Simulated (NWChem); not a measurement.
# One shape, several levels: CClF3 (SMILES FC(F)(F)Cl)

Wanted: a comparison of 5 runs (wB97X/def2-SVPD, B2PLYP/def2-SVPD, BHLYP/def2-SVPD, CAM-B3LYP/def2-SVPD, M06-2X/def2-SVPD) of CClF3. 

The calculation is run with NWChem 7.3.0.

## 1. The structure to begin with

CClF3 has 5 atoms, charge 0, and is taken as a singlet. As SMILES, `FC(F)(F)Cl`. Geometry: relaxed at PBE0-D4/def2-TZVP.

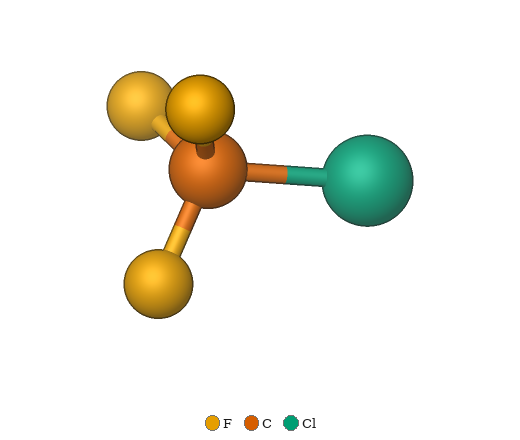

The structure, seen from a chosen angle (fluorine amber, carbon orange, chlorine teal).

## 2. Energy and forces at wB97X/def2-SVPD (run 1)

File cclf3.nw:

```
start cclf3
memory stack 880 mb heap 220 mb global 1100 mb

geometry units angstroms noautosym nocenter noautoz
F      0.213700     0.019100     1.326100
C     -0.002200    -0.082500     0.026100
F     -1.249600    -0.474600    -0.167100
F      0.811700    -0.999000    -0.468500
Cl     0.276300     1.463300    -0.758000
end

basis spherical bse
F library def2-SVPD
C library def2-SVPD
Cl library def2-SVPD
end

dft
xc wb97x
grid fine
convergence energy 1e-08
iterations 100
mulliken
print low
end

task dft gradient
```

Run with:

```sh
$ nwchem cclf3.nw > cclf3.out
```

Standard output:

```text
[...]
 d= 0,ls=0.0,diis     1   -797.1756283252 -1.05D+03  1.49D-02  1.98D+00     8.3
[...]
 d= 0,ls=0.0,diis     9   -797.3873596949 -8.65D-09  1.52D-06  1.47D-08    71.9
         Total DFT energy =     -797.387359694885
      One electron energy =    -1602.283191644760
           Coulomb energy =      618.584925914963
    Exchange-Corr. energy =      -64.917737339473
 Nuclear repulsion energy =      251.228643374385
[...]
      Total Density - Mulliken Population Analysis
     ---------------------------------------------
    Atom       Charge   Shell Charges
 -----------   ------   -------------------------------------------------------
    1 F    9     9.34   1.99  1.15  0.77  0.09  3.35  1.86  0.13  0.01  0.00
    2 C    6     4.64   1.98  0.95 -0.22 -0.21  1.84  0.21  0.21 -0.12
    3 F    9     9.34   1.99  1.15  0.77  0.09  3.35  1.86  0.13  0.01  0.00
    4 F    9     9.34   1.99  1.15  0.77  0.09  3.35  1.86  0.13  0.01  0.00
    5 Cl  17    17.35   2.00  1.98  1.27  0.67  0.03  5.93  2.18  3.01  0.21  0.03  0.02
[...]
                         DFT ENERGY GRADIENTS
    atom               coordinates                        gradient
                 x          y          z           x          y          z
   1 F       0.403834   0.036094   2.505966   -0.000654  -0.000475  -0.003615
   2 C      -0.004157  -0.155902   0.049322   -0.000348  -0.002055   0.001069
   3 F      -2.361402  -0.896864  -0.315773    0.003493   0.000930   0.000641
   4 F       1.533891  -1.887836  -0.885337   -0.002341   0.002405   0.001494
   5 Cl      0.522131   2.765236  -1.432412   -0.000151  -0.000805   0.000411
 Task  times  cpu:      126.4s     wall:      126.4s
 Total times  cpu:      126.4s     wall:      126.4s
```

Wall time 2.1 min (1 thread of Intel Xeon Platinum 8488C (Sapphire Rapids), shared host); peak memory 0.12 GiB.

## 3. A single-point energy at B2PLYP/def2-SVPD (run 2)

File cclf3.nw:

```
start cclf3
title "CClF3"
memory stack 880 mb heap 220 mb global 1100 mb
charge 0

geometry units angstroms noautosym nocenter noautoz
 F        0.213700       0.019100       1.326100
 C       -0.002200      -0.082500       0.026100
 F       -1.249600      -0.474600      -0.167100
 F        0.811700      -0.999000      -0.468500
 Cl       0.276300       1.463300      -0.758000
end

basis spherical bse
 F library def2-SVPD
 C library def2-SVPD
 Cl library def2-SVPD
end

dft
 xc hfexch 0.53 becke88 0.47 lyp 0.73 mp2 0.27
 dftmp2 semidirect
 grid fine
 convergence energy 1e-08
 iterations 100
 mulliken
end

mp2
 freeze core 9
end

task dft energy
```

Run with:

```sh
$ nwchem cclf3.nw > cclf3.out
```

Standard output:

```text
[...]
          Wavefunction type:  closed shell.
          No. of atoms     :     5
          No. of electrons :    50
[...]
          Charge           :     0
          Spin multiplicity:     1
[...]
          AO basis - number of functions:   116
[...]
              XC Information
              --------------
                     Hartree-Fock (Exact) Exchange  0.530
                    Becke 1988 Exchange Functional  0.470
              Lee-Yang-Parr Correlation Functional  0.730
[...]
 d= 0,ls=0.0,diis     1   -796.5951671074 -1.05D+03  1.50D-02  1.79D+00     2.2
[...]
 d= 0,ls=0.0,diis     9   -796.7886241991 -2.37D-09  4.40D-07  2.13D-09    16.9
         Total DFT energy =     -796.788624199052
      One electron energy =    -1602.272891406982
           Coulomb energy =      618.616799886535
    Exchange-Corr. energy =      -64.361176052989
 Nuclear repulsion energy =      251.228643374385
[...]
      Total Density - Mulliken Population Analysis
     ---------------------------------------------
    Atom       Charge   Shell Charges
 -----------   ------   -------------------------------------------------------
    1 F    9     9.42   1.99  1.14  0.80  0.08  3.35  1.92  0.14  0.01  0.00
    2 C    6     4.34   1.99  0.94 -0.29 -0.20  1.80  0.09  0.21 -0.18
    3 F    9     9.42   1.99  1.14  0.80  0.08  3.35  1.92  0.14  0.01  0.00
    4 F    9     9.42   1.99  1.14  0.80  0.08  3.35  1.92  0.14  0.01  0.00
    5 Cl  17    17.38   2.00  1.99  1.28  0.69  0.01  5.93  2.14  3.05  0.22  0.04  0.03
[...]
  Basis functions       =    116
[...]
```

Run time: 21 s. Hardware: 1 thread of Intel Xeon Platinum 8488C (Sapphire Rapids), shared host; peak memory 0.47 GiB.

Runs 3 to 4 aren't shown in full; the table further down has their settings and results.

## 4. Energy and forces at M06-2X/def2-SVPD (run 5)

File input.nw:

```
start input
title "CClF3 M06-2X"
memory stack 880 mb heap 220 mb global 1100 mb

geometry units angstrom noautosym nocenter noautoz
F     0.213700    0.019100    1.326100
C    -0.002200   -0.082500    0.026100
F    -1.249600   -0.474600   -0.167100
F     0.811700   -0.999000   -0.468500
Cl    0.276300    1.463300   -0.758000
end

basis spherical bse
F library def2-SVPD
C library def2-SVPD
Cl library def2-SVPD
end

dft
xc m06-2x
mult 1
grid fine
convergence energy 1e-08
iterations 100
mulliken
end

task dft gradient
```

Run with:

```sh
$ nwchem input.nw > input.out
```

Standard output:

```text
[...]
          Wavefunction type:  closed shell.
          No. of atoms     :     5
          No. of electrons :    50
[...]
          Charge           :     0
          Spin multiplicity:     1
[...]
          AO basis - number of functions:   116
[...]
              XC Information
              --------------
                       M06-2X Method XC Functional
                     Hartree-Fock (Exact) Exchange  0.540
                        M06-2X Exchange Functional  1.000
                      M06-2X Correlation Potential  1.000
[...]
 d= 0,ls=0.0,diis     1   -797.1296013156 -1.05D+03  1.63D-02  1.87D+00     2.7
[...]
 d= 0,ls=0.0,diis     9   -797.3348734372 -3.43D-09  3.87D-07  2.67D-09    20.2
         Total DFT energy =     -797.334873437247
      One electron energy =    -1602.280145149539
           Coulomb energy =      618.603091855223
    Exchange-Corr. energy =      -64.886463517316
 Nuclear repulsion energy =      251.228643374385
[...]
  wavefunction    = closed shell
                         DFT ENERGY GRADIENTS
    atom               coordinates                        gradient
                 x          y          z           x          y          z
   1 F       0.403834   0.036094   2.505966    0.000195   0.000070   0.001339
   2 C      -0.004157  -0.155902   0.049322    0.000717   0.003799  -0.001909
   3 F      -2.361402  -0.896864  -0.315773   -0.001303  -0.000453  -0.000192
   4 F       1.533891  -1.887836  -0.885337    0.000842  -0.001001  -0.000468
   5 Cl      0.522131   2.765236  -1.432412   -0.000451  -0.002415   0.001229
[...]
```

It took 29 s on 1 thread of Intel Xeon Platinum 8488C (Sapphire Rapids), shared host; peak memory 0.13 GiB.

## 5. All runs side by side

| run | level | task | frozen core orbitals | energy (Eh) | largest force (eV/Å) | wall time |
| --- | --- | --- | --- | --- | --- | --- |
| 1 | wB97X/def2-SVPD | gradient | – | -797.387360 | 0.190 | 2.1 min |
| 2 | B2PLYP/def2-SVPD | energy | 9 | -797.068704 | – | 21 s |
| 3 | BHLYP/def2-SVPD | gradient | – | -797.322105 | 0.527 | 26 s |
| 4 | CAM-B3LYP/def2-SVPD | gradient | – | -797.392249 | 0.181 | 2.1 min |
| 5 | M06-2X/def2-SVPD | gradient | – | -797.334873 | 0.222 | 29 s |

## 6. Outcome

| quantity | value |
| --- | --- |
| run 5: total energy | -797.33487 Eh |
| run 5: dipole moment | 0.41 D |
| run 5: HOMO energy | -11.66 eV |
| run 5: LUMO energy | 0.51 eV |
| run 5: HOMO–LUMO gap | 12.17 eV |
| run 5: largest force on an atom | 0.222 eV/Å |

Over runs 2, 3, 4, 5 the dipole moment (its size) runs from 0.41 D (M06-2X/def2-SVPD) to 0.49 D (BHLYP/def2-SVPD). Over runs 2, 4, 5 the HOMO–LUMO gap runs from 12.17 eV (M06-2X/def2-SVPD) to 12.57 eV (B2PLYP/def2-SVPD). A double hybrid's value is that of its SCF part. Totals of different functionals can't be ranked against each other. All runs together took 5.5 min, the longest 2.1 min.
